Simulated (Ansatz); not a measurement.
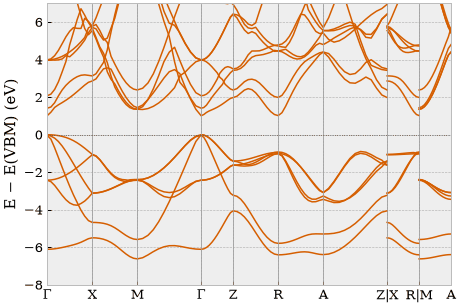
*Band structure from the program Ansatz at the PBEsol level (PAW)*

Read off the gap and where the band edges lie.

About 1.0 eV (1.01 eV by a search for the band edges); maximum at Γ, minimum at Γ.

Which compound is it?
(A) AlGaAs2, P-4m2 (Ga on 1a, As on 2g, Al on 1c)
(B) GaAs, P4_2/mnm (Ga on 4g, As on 4f)
(C) SiGeC2, P-4m2 (Si on 1a, C on 2g, Ge on 1c)
(D) SiGe3, P-4m2 (Si on 1a, Ge on 2g, Ge on 1c)

A, AlGaAs2, P-4m2 (Ga on 1a, As on 2g, Al on 1c)

The start of the workflow was typed in or built on a structure type; neither database checked (COD, Materials Project) lists it. Whether it is the stable phase at ambient conditions was not checked. The cell was relaxed with PBEsol under the symmetry of its start; whether a distortion lowers the energy is not shown. Spin–orbit coupling is left out wherever it is not named.

Potentials: the earlier of the program's two PAW sets. The files were generated under PBE; for other functionals the program regenerates the frozen cores, and for LDA and PBEsol the local potential too.
